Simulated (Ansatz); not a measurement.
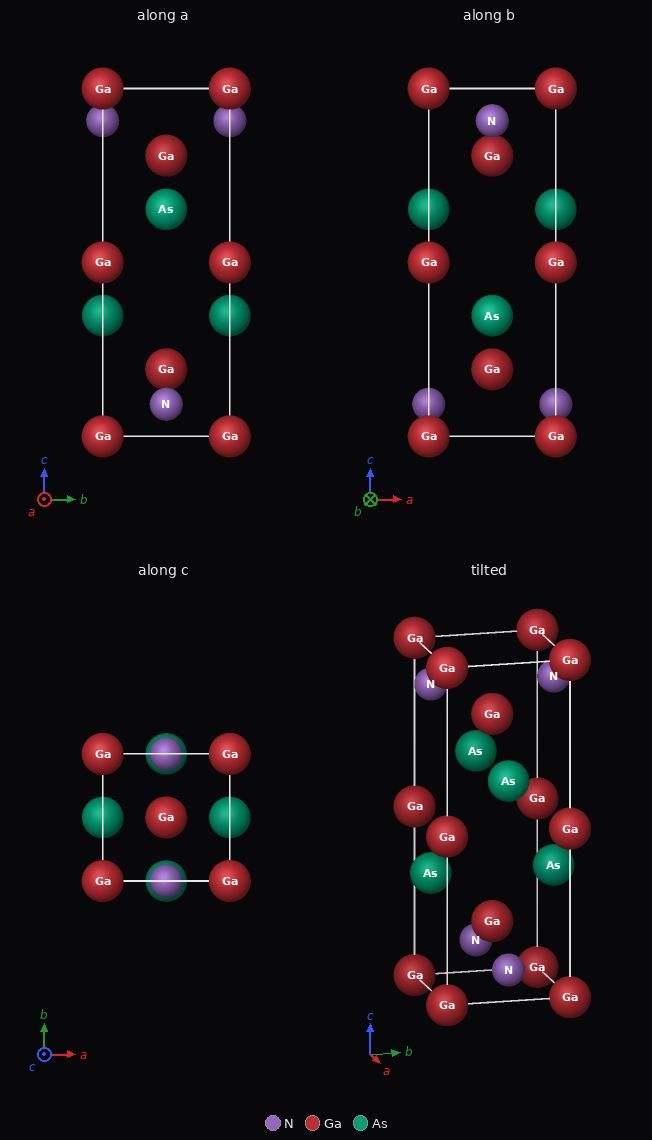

Spheres-only representation of a periodic structure, projected along the a axis, along the b axis, along the c axis and slightly off an axis. One conventional unit cell is framed, with atoms on its boundary repeated.

Lattice parameters: a = 3.6731 Å, b = 3.6731 Å, c = 10.0509 Å, α = 90.000°, β = 90.000°, γ = 90.000°.

### Give the atomic positions as a CIF in P1 with every atom of the cell, with free fractional coordinates to two decimals.

```cif
data_structure
_symmetry_space_group_name_H-M 'P 1'
_symmetry_Int_Tables_number 1
_cell_length_a 3.6731
_cell_length_b 3.6731
_cell_length_c 10.0509
_cell_angle_alpha 90.000
_cell_angle_beta 90.000
_cell_angle_gamma 90.000
_cell_volume 135.60
loop_
_atom_site_label
_atom_site_type_symbol
_atom_site_fract_x
_atom_site_fract_y
_atom_site_fract_z
_atom_site_occupancy
N1 N 0.00 0.50 0.09 1
Ga1 Ga 0.00 0.00 0.00 1
N2 N 0.50 0.00 0.91 1
Ga2 Ga 0.50 0.50 0.81 1
As1 As 0.00 0.50 0.65 1
Ga3 Ga 0.00 0.00 0.50 1
As2 As 0.50 0.00 0.35 1
Ga4 Ga 0.50 0.50 0.19 1
```

It goes back to a structure type filled with these elements by a generator (whether the compound takes this form wasn't checked). This is the structure after a relaxation with DFT, PBE, plane waves, PAW in Ansatz 0.2.0.
